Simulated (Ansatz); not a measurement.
These are PBE (plane waves to 420 eV, PAW; Ansatz, a quantum-chemistry and plane-wave program) values and carry that method's errors.

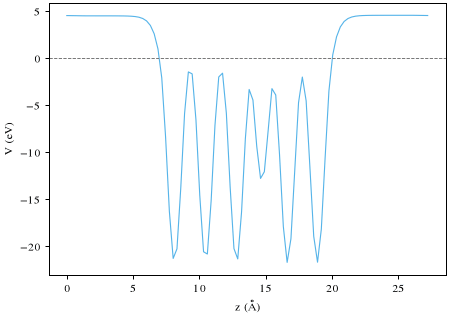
*Electrostatic potential energy of an electron, averaged over planes parallel to the surface, in eV from the Fermi level, for a constructed model of the (110) surface of bcc Nb, a layer of Co in place of the third plane (bottom of the slab: a bare face, its two planes held)*

Model: 6-atom slab, 11.2 Å thick at the start, 14x14x1 mesh, Fermi-Dirac 0.1 eV, dipole correction, 2 atoms held, the rest relaxed; held to the start's symmetry, so lower structures may exist; spin-polarised, ending with about 0.7 μB a cell; orders that need a larger cell were not tried, no spin-orbit, no U. In PBE it is, or lies within 0.01 eV a 1x1 cell of, the lowest of the 2 structures of its composition computed so far; larger cells were not tried.

The vacuum level lies 4.57 eV above the Fermi level over the top face and 4.51 eV above it under the bottom face.
